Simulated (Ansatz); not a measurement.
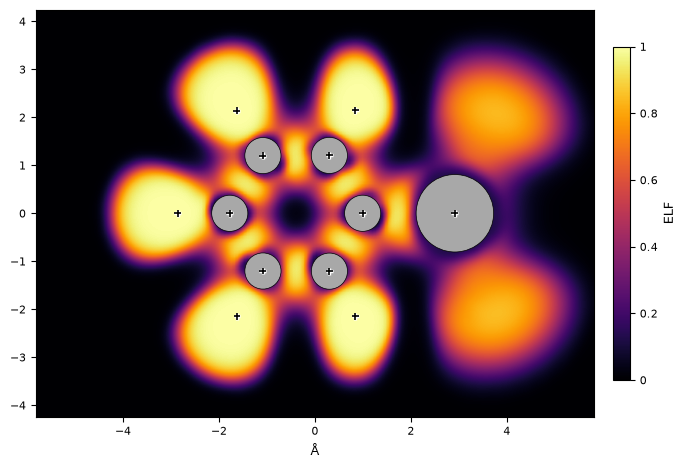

The ELF on a plane through atoms (crosses mark nuclei in the plane; grey discs cover the cores).

These are results of RKS PBE0-D4/def2-TZVPP in Ansatz 0.2.0, not measurements.

Candidates:
A. C3H9ClS3Sn (SMILES C[S][Sn]([Cl])([S]C)[S]C)
B. C6H5Cl3Ge (SMILES [Cl][Ge]([Cl])([Cl])[c]1ccccc1)
C. C2H6Cl2F2O2W (SMILES C[O][W]([F])([F])([Cl])([Cl])[O]C)

Which system is this?

Answer. Candidate B: C6H5Cl3Ge on the plane of atoms Ge2, C5 and C6, which holds Ge, C and H. C–C (1.39 Å): the ELF peaks at about 0.95 between the atoms; localised, covalent bonding. C–Ge (1.92 Å): the ELF peaks at about 0.95 in the valence shell of C, 0.7 Å from its nucleus, and is about 0.75 at the midpoint.
